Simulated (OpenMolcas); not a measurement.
**Exact exchange and the dipole moment of SiH2F2**

SiH2F2 has 5 atoms, charge 0, and is taken as a singlet. SMILES: `F[SiH2]F`. Geometry: relaxed at PBE0-D4/def2-TZVP.

The dipole moment y, in D, basis aug-cc-pVDZ; a is the functional's share of exact exchange. Programs: OpenMolcas 26.06.

| functional | program | a | y (D) |
| --- | --- | --- | --- |
| PBE | OpenMolcas | 0 | 1.46 |
| TPSS | OpenMolcas | 0 | 1.45 |
| B3LYP | OpenMolcas | 0.2 | 1.58 |
| PBE0 | OpenMolcas | 0.25 | ? |
| BHLYP | OpenMolcas | 0.5 | 1.70 |

Q: Fit y = c + s·a to the known rows and predict PBE0.

A: 
1. Means of the 4 rows: a = 0.1750, y = 1.547.
2. Σ(Δa)² = 0.1675, Σ(Δa·Δy) = 0.08275, so the slope is 0.08275/0.1675 = 0.49403.
3. Intercept: 1.547 − (0.49403) × 0.1750 = 1.461. The largest residual of the fit is 0.020.
4. PBE0: 1.461 + (0.49403) × 0.25 = 1.58 D.

The run gave 1.58 D, so the prediction is off by 0.00 D: they agree to the digits shown. More exact exchange makes the molecule more polar here.

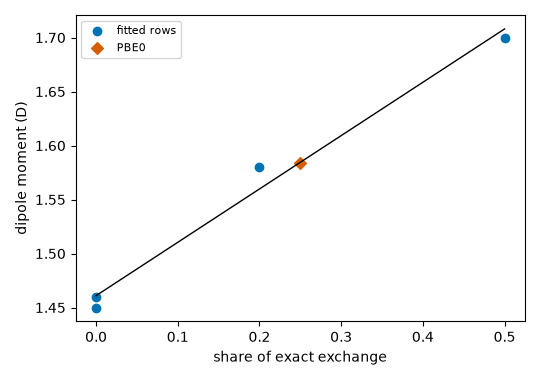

The fitted line, with the withheld row.
